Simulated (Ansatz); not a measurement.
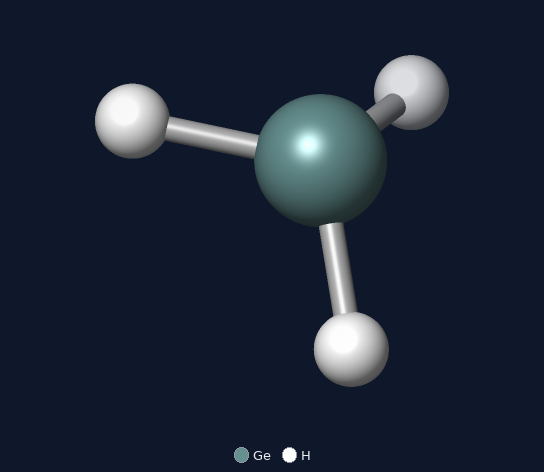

Rendered structure (ball-and-stick style).

Charge 0, doublet. Computed geometry: PBE0-D4/def2-TZVP optimisation.

Which formula does it have?

GeH3, 4 atoms: 1 germanium and 3 hydrogen.

How many atoms are distinct by symmetry?

2: 1 Ge, 3 H.

Count the bonded pairs by element.

3 Ge–H. Sticks follow a distance rule.

Give the symmetry (Schoenflies symbol).

C3v.

More results for the same structure follow; atom numbers are the same in all pictures, views and colours differ.

### Shape

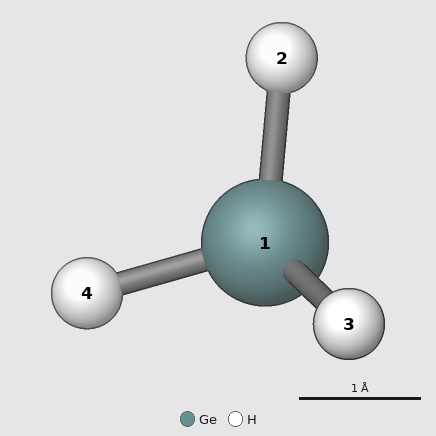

Give the bond lengths.

```
  bond  length (Å)
Ge1–H2       1.539
Ge1–H3       1.539
Ge1–H4       1.539
```

### Vibrations

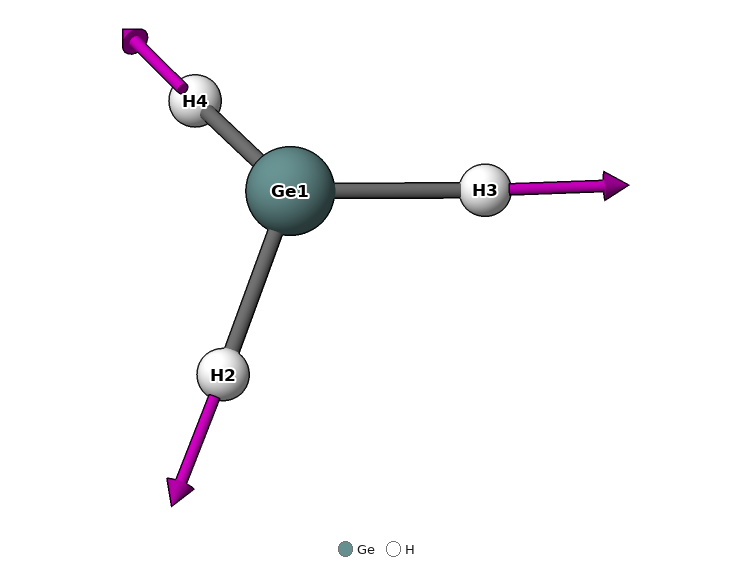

The arrows show one normal mode. Harmonic vibrations computed with UKS PBE0-D4/def2-TZVP (Ansatz 0.2.0) at a stationary point of the same level.

Describe the motion.

Mostly in-phase stretching of 3 Ge–H bonds.

At what wavenumber does it lie?

2111 cm⁻¹; it is mode 4 of 6 counted from the lowest.

### Thermal motion

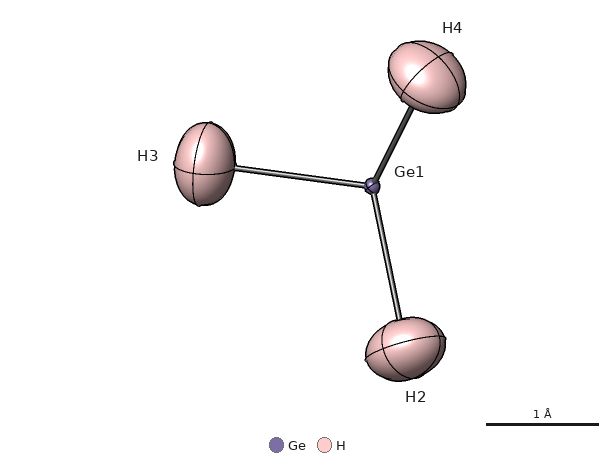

Displacement ellipsoids at the 50 % level, enlarged 2 times, from the internal vibrations of the free molecule (harmonic, no overall translation or rotation; no half-axis is drawn under 0.075 Å). Vibrations computed with UKS PBE0-D4/def2-TZVP (Ansatz 0.2.0). Temperature: 600 K.

Give the displacement parameters, one line for each set of equivalent atoms.

```tsv
atom	U_eq (Å²)	rms amplitudes (Å)
Ge1	0.00001	0.003, 0.003, 0.004
H2, H3, H4	0.0119	0.088, 0.113, 0.123
```

### Electronic properties

Properties computed with UKS PBE0-D4/def2-TZVPP (Ansatz 0.2.0).

What is the ⟨S²⟩ of the determinant?

0.752.

Give the HOMO energy (Kohn–Sham orbital) at this level.

−6.29 eV.
